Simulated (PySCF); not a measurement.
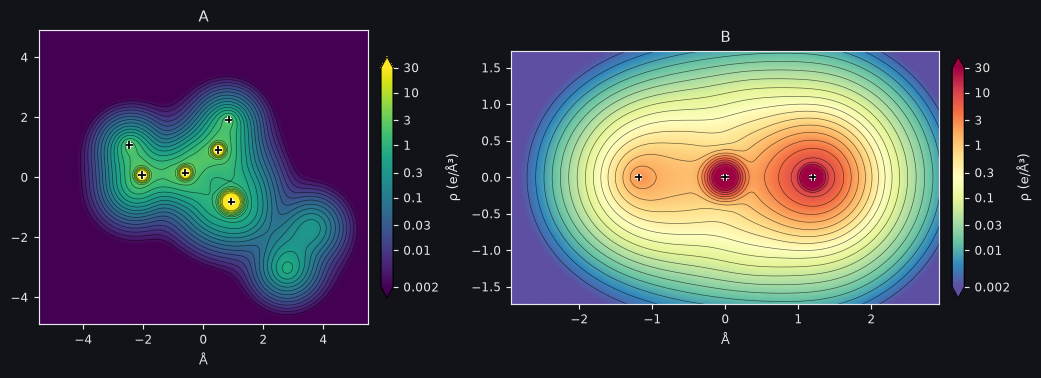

The electron density of 2 systems, each on a plane through atoms (crosses mark nuclei in the plane).

Method: CAM-B3LYP/def2-SVPD, SCF density, gas phase (PySCF 2.14.0).

System 1: BHO (SMILES B=O), a plane that holds the molecular axis. Geometry: PBE0-D3(BJ)/def2-SVP.

```xyz
3

B     0.0022    0.0612   -0.0252
O     1.1855   -0.1340   -0.0323
H    -1.1665    0.2542   -0.0183
```

System 2: C5H10P (charge +1), the plane of atoms C4, P3 and C5. Geometry: GFN2-xTB.

```
atom    x (Å)    y (Å)    z (Å)
   C  -2.7218  -0.3758  -0.3148
   C  -1.4408  -0.4352   0.5118
   P  -0.0427   0.2384  -0.4803
   C   0.9904   1.5321   0.1739
   C   1.6738   0.3934   0.0567
   C   2.9259  -0.3241   0.2323
   H  -2.9532   0.6439  -0.6175
   H  -3.5512  -0.7472   0.2821
   H  -2.6465  -0.9986  -1.2045
   H  -1.5189   0.1680   1.4211
   H  -1.2123  -1.4650   0.8006
   H  -0.3298   0.3727  -1.8255
   H   1.0683   2.5513   0.4885
   H   2.7851  -1.1981   0.8687
   H   3.6679   0.3332   0.6836
   H   3.2979  -0.6801  -0.7292
```

Question: Which map belongs to which system?

Answer: Panel A is system 2, C5H10P: the plane holds P, C and H. C–C (1.33 Å): ρ at the midpoint is about 2.3 e/Å³. Panel B is system 1, BHO: the plane holds B, O and H. B–O (1.20 Å): ρ is about 3.1 e/Å³ halfway.
